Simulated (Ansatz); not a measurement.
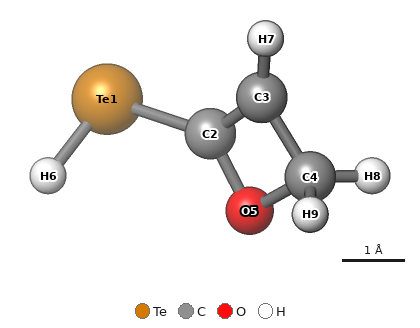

Fig. 1: The starting structure (ball-and-stick view, seen at a tilt; atoms are numbered from 1 in the order of the input). Bond lengths as drawn: C–C 1.35 to 1.51 Å, C–H 1.08 to 1.10 Å, C–O 1.40 to 1.49 Å, C–Te 2.11 Å and H–Te 1.69 Å.

# Nudged elastic band, with input and output: C3H4OTe

C3H4OTe, SMILES [TeH]C1=CCO1, computed with RKS PBE/def2-mTZVP (Ansatz 0.2.0).

One setting was made poor on purpose. It belongs to a series of runs on one base structure; here: band between the two ends. Figures and captions count atoms from 1; the log counts them from 0 in places.

**What the program printed**
```
Engine: ansatz 0.2.0, x86_64-unknown-linux-gnu
Functional definition: PBE
  parameter kappa = 0.804
  parameter beta = 0.06672455060314922
  exchange = pbe_x(kappa = kappa, mu = beta*pi^2/3)
  correlation = pbe_c(beta = beta)
1240 factors; their error is unknown
mean field evaluation 1: about -12495.3298 eV, gradient 7.4e1 eV
mean field evaluation 2: about -12370.8309 eV, gradient 2.0e2 eV
mean field evaluation 4: about -12506.5857 eV, gradient 3.9e1 eV
mean field evaluation 8: about -12509.4338 eV, gradient 4.5e-1 eV
mean field evaluation 16: about -12509.2691 eV, gradient 2.7e-3 eV
mean field -12509.26912211 eV, -459.7071611503 hartree, gradient 2.8e-5 eV, S^2 0.000000; 0 other end points of the search recorded, 0 dependent functions left out
the calculation of the forces begins
reference -12509.26916494 eV, -459.7071627244 hartree; 27, 27 occupied and 102, 102 virtual orbitals, 1240 factors
1240 factors; their error is unknown
mean field evaluation 32: about -12509.4343 eV, gradient 1.7e-1 eV
mean field -12509.26912795 eV, -459.7071613650 hartree, gradient 2.9e-5 eV, S^2 0.000000; 0 other end points of the search recorded, 0 dependent functions left out
[... from here on the field's lines of each further geometry are left out, up to the last ...]
NEB iter   1: max|band force component| = 9.497e1 eV/Å  barrier→ = 27.1058 eV  barrier← = 27.1058 eV  Δτ_max = 0.1856 Å  (129 SCF iters)
NEB iter   2: max|band force component| = 4.199e1 eV/Å  barrier→ = 10.5530 eV  barrier← = 10.5530 eV  Δτ_max = 0.1994 Å  (76 SCF iters)
NEB iter   3: max|band force component| = 2.511e1 eV/Å  barrier→ = 5.4407 eV  barrier← = 5.4407 eV  Δτ_max = 0.1948 Å  (75 SCF iters)
NEB iter   4: max|band force component| = 1.041e1 eV/Å  barrier→ = 1.9348 eV  barrier← = 1.9348 eV  Δτ_max = 0.1840 Å  (71 SCF iters)
NEB iter   5: max|band force component| = 5.006e0 eV/Å  barrier→ = 0.6945 eV  barrier← = 0.6945 eV  Δτ_max = 0.1972 Å  (70 SCF iters)
NEB iter   6: max|band force component| = 1.495e0 eV/Å  barrier→ = 0.2527 eV  barrier← = 0.2527 eV  Δτ_max = 0.1440 Å  (71 SCF iters)
NEB iter   7: max|band force component| = 4.124e-1 eV/Å  barrier→ = 0.0496 eV  barrier← = 0.0496 eV  Δτ_max = 0.0295 Å  (71 SCF iters)
NEB iter   8: max|band force component| = 1.963e-1 eV/Å  barrier→ = 0.0367 eV  barrier← = 0.0367 eV  Δτ_max = 0.0155 Å  (65 SCF iters)
NEB iter   9: max|band force component| = 7.528e-2 eV/Å  barrier→ = 0.0341 eV  barrier← = 0.0341 eV  Δτ_max = 0.0102 Å  (66 SCF iters)
the calculation of the forces begins
reference -12509.23598670 eV, -459.7059434464 hartree; 27, 27 occupied and 102, 102 virtual orbitals, 1240 factors
1240 factors; their error is unknown
mean field evaluation 256: about -12322.4727 eV, gradient 2.3e2 eV
mean field -12509.23577903 eV, -459.7059358150 hartree, gradient 1.8e-5 eV, S^2 0.000000; 1 other end points of the search recorded, 0 dependent functions left out
the calculation of the forces begins
reference -12509.23582190 eV, -459.7059373901 hartree; 27, 27 occupied and 102, 102 virtual orbitals, 1240 factors
NEB iter  10: max|band force component| = 1.774e-2 eV/Å  barrier→ = 0.0333 eV  barrier← = 0.0333 eV  Δτ_max = 0.0000 Å  (178 SCF iters)
```

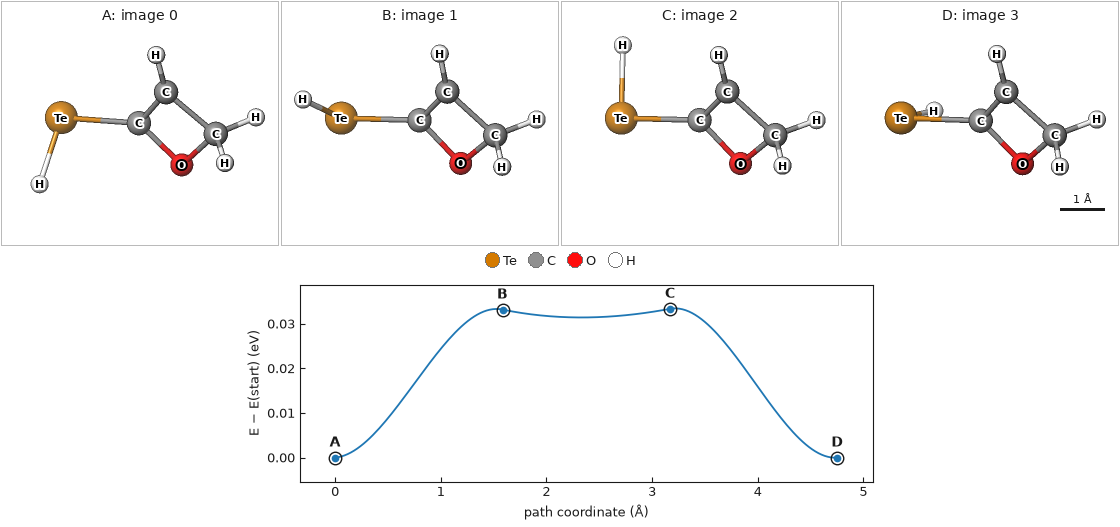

Fig. 2: Images of the last band (counted from 0; ball-and-stick, seen at a tilt) above the energy along the path; the line is a cubic interpolation that uses the forces. The highest image is number 2, 0.033 eV above the start and 0.033 eV above the end; start and end have the same energy. The path is 4.75 Å long. The band converged in 10 iterations.

```
Total energy: -12509.23582190 eV, -459.7059373901 hartree
Atom 0 at    -1.333118     2.210075    -0.918468 Å, force    -0.008360     0.015218    -0.009499 eV/Å
Atom 1 at    -0.383588     0.502561    -0.098046 Å, force     0.004745     0.003071    -0.009373 eV/Å
Atom 2 at     0.837526    -0.057681     0.030082 Å, force     0.005169     0.002446     0.016073 eV/Å
Atom 3 at     0.149016    -1.171270     0.775198 Å, force    -0.013574    -0.007345     0.012411 eV/Å
Atom 4 at    -1.145440    -0.458413     0.578802 Å, force    -0.000265    -0.004624    -0.005912 eV/Å
Atom 5 at    -0.354468     2.163037    -2.289261 Å, force     0.002417    -0.005311     0.011805 eV/Å
Atom 6 at     1.858445     0.189726    -0.234394 Å, force     0.000416     0.001832    -0.019176 eV/Å
Atom 7 at     0.091143    -2.156660     0.290464 Å, force     0.005671     0.000748     0.000636 eV/Å
Atom 8 at     0.369084    -1.267675     1.848424 Å, force     0.003781    -0.006034     0.003036 eV/Å
Dipole moment:     0.289845    -0.065353    -0.019363 e Å
this run last wrote the band of iteration 10 to [file]
```

**The last band as extended XYZ (Å, eV, eV/Å)**
```
9
Properties=species:S:1:pos:R:3:forces:R:3 image=0 energy=-12509.26912
Te   -0.7087    1.7627   -1.9568   -0.0010  -0.0016  -0.0004
C    -0.1435    0.3461   -0.4958    0.0037  -0.0027   0.0040
C     0.9881   -0.2762   -0.1017    0.0015   0.0031  -0.0039
C     0.1193   -1.0792    0.8302   -0.0029   0.0018   0.0011
O    -1.0624   -0.3277    0.3212   -0.0016   0.0063  -0.0058
H    -1.3836    2.7959   -0.8047   -0.0015   0.0018   0.0014
H     2.0464   -0.2103   -0.3262   -0.0013  -0.0008   0.0008
H    -0.0118   -2.1477    0.6074    0.0016  -0.0079   0.0012
H     0.2447   -0.9099    1.9093    0.0014   0.0002   0.0016
9
Properties=species:S:1:pos:R:3:forces:R:3 image=1 energy=-12509.23594
Te   -1.3948    1.7004   -1.6390   -0.0033  -0.0032   0.0003
C    -0.4116    0.2835   -0.4064   -0.0010   0.0008   0.0177
C     0.8284   -0.1186   -0.0567    0.0014   0.0050  -0.0104
C     0.1524   -1.1333    0.8283   -0.0035  -0.0152  -0.0078
O    -1.1646   -0.6107    0.3660   -0.0015   0.0020  -0.0074
H    -0.2581    2.8846   -1.2621    0.0045   0.0023  -0.0031
H     1.8489    0.1396   -0.3133    0.0008   0.0025   0.0039
H     0.2592   -2.1919    0.5489    0.0003   0.0013   0.0057
H     0.2289   -1.0000    1.9171    0.0022   0.0044   0.0010
9
Properties=species:S:1:pos:R:3:forces:R:3 image=2 energy=-12509.23578
Te   -1.3331    2.2101   -0.9185   -0.0084   0.0152  -0.0095
C    -0.3836    0.5026   -0.0980    0.0047   0.0031  -0.0094
C     0.8375   -0.0577    0.0301    0.0052   0.0024   0.0161
C     0.1490   -1.1713    0.7752   -0.0136  -0.0073   0.0124
O    -1.1454   -0.4584    0.5788   -0.0003  -0.0046  -0.0059
H    -0.3545    2.1630   -2.2893    0.0024  -0.0053   0.0118
H     1.8584    0.1897   -0.2344    0.0004   0.0018  -0.0192
H     0.0911   -2.1567    0.2905    0.0057   0.0007   0.0006
H     0.3691   -1.2677    1.8484    0.0038  -0.0060   0.0030
9
Properties=species:S:1:pos:R:3:forces:R:3 image=3 energy=-12509.26913
Te   -0.3954    2.4788   -1.0658   -0.0021  -0.0013  -0.0006
C    -0.0360    0.5882   -0.1954    0.0025   0.0023   0.0016
C     0.9805   -0.2978   -0.1278   -0.0005  -0.0012   0.0005
C     0.1150   -1.0874    0.8188   -0.0023   0.0000  -0.0007
O    -0.9394   -0.0446    0.6700    0.0000  -0.0029  -0.0016
H    -1.7660    1.9262   -1.8826    0.0015   0.0017   0.0003
H     1.9612   -0.4127   -0.5747   -0.0006   0.0003  -0.0006
H    -0.2576   -2.0606    0.4681    0.0004   0.0001   0.0017
H     0.4263   -1.1365    1.8722    0.0010   0.0011  -0.0006
```

This output came from the following input.

**The input**
```yaml
crystal:
  periodic: [false, false, false]
  atoms:
    - { symbol: Te, position_ang: [-0.708738, 1.762691, -1.956825] }
    - { symbol: C, position_ang: [-0.143468, 0.346123, -0.495785] }
    - { symbol: C, position_ang: [0.988103, -0.276239, -0.101747] }
    - { symbol: C, position_ang: [0.119333, -1.079204, 0.830227] }
    - { symbol: O, position_ang: [-1.062397, -0.327662, 0.32117] }
    - { symbol: H, position_ang: [-1.383581, 2.795922, -0.804715] }
    - { symbol: H, position_ang: [2.046404, -0.210313, -0.326186] }
    - { symbol: H, position_ang: [-0.011782, -2.147682, 0.607364] }
    - { symbol: H, position_ang: [0.244726, -0.909936, 1.909299] }
basis:
  gaussian: { orbitals: def2-mTZVP }
hamiltonian:
  xc: pbe
neb:
  order_check: false
  images: 2
  f_tol: 0.05
  max_iterations: 60
  climbing: false
  final_atoms:
    - { symbol: Te, position_ang: [-0.3953574, 2.4787843, -1.06579622] }
    - { symbol: C, position_ang: [-0.03605036, 0.58819466, -0.19537493] }
    - { symbol: C, position_ang: [0.98052597, -0.29777128, -0.12780721] }
    - { symbol: C, position_ang: [0.11497171, -1.08736794, 0.81878998] }
    - { symbol: O, position_ang: [-0.93934987, -0.04457433, 0.66995524] }
    - { symbol: H, position_ang: [-1.76601855, 1.92618206, -1.8825818] }
    - { symbol: H, position_ang: [1.96120376, -0.41269157, -0.57467502] }
    - { symbol: H, position_ang: [-0.25763214, -2.06058742, 0.46810077] }
    - { symbol: H, position_ang: [0.42630688, -1.13646849, 1.8721912] }
  initial_path:
    images:
      - { positions_ang: [[-0.708738, 1.762691, -1.956825], [-0.143468, 0.346123, -0.495785], [0.988103, -0.276239, -0.101747], [0.119333, -1.079204, 0.830227], [-1.062397, -0.327662, 0.32117], [-1.383581, 2.795922, -0.804715], [2.046404, -0.210313, -0.326186], [-0.011782, -2.147682, 0.607364], [0.244726, -0.909936, 1.909299]] }
      - { positions_ang: [[-1.19486953, 1.84085488, -1.54481366], [-0.47707504, 0.32905351, -0.32815484], [0.74052613, -0.1208574, -0.01575833], [0.15603497, -1.10345839, 0.7795542], [-1.14722941, -0.63309828, 0.41852159], [-0.34356338, 2.6107379, -1.39334429], [1.79167314, 0.15775848, -0.23311589], [0.2626954, -2.11204786, 0.40068907], [0.30040772, -1.01524284, 1.89922414]] }
      - { positions_ang: [[-1.09040933, 2.07955264, -1.24780407], [-0.44126916, 0.40974406, -0.22801815], [0.73800045, -0.12803483, -0.02444506], [0.15458121, -1.10617971, 0.77574186], [-1.1062137, -0.53873572, 0.53478333], [-0.47104257, 2.32082459, -1.75263322], [1.76327306, 0.09029896, -0.31594556], [0.18074535, -2.08301633, 0.354268], [0.36093468, -1.09075366, 1.88685487]] }
      - { positions_ang: [[-0.3953574, 2.4787843, -1.06579622], [-0.03605036, 0.58819466, -0.19537493], [0.98052597, -0.29777128, -0.12780721], [0.11497171, -1.08736794, 0.81878998], [-0.93934987, -0.04457433, 0.66995524], [-1.76601855, 1.92618206, -1.8825818], [1.96120376, -0.41269157, -0.57467502], [-0.25763214, -2.06058742, 0.46810077], [0.42630688, -1.13646849, 1.8721912]] }
```

Command:
```bash
ansatz run input.yaml --threads 2 --pin off --max-ram 3072MiB --backend cpu --events-out ev --progress --plain --runs-dir out
```

**Results in brief**

```tsv
quantity	value
outcome	converged
barrier, forward	0.033 eV
barrier, backward	0.033 eV
hardware	2 threads of Intel Xeon @ 2.50GHz (Skylake/Cascade Lake), 189 GiB of memory available, shared host
wall time	1.8 min (CPU time 3.4 min)
peak memory	0.18 GiB
```

A deliberately poor setting: few images. The order of the saddle point was not checked.
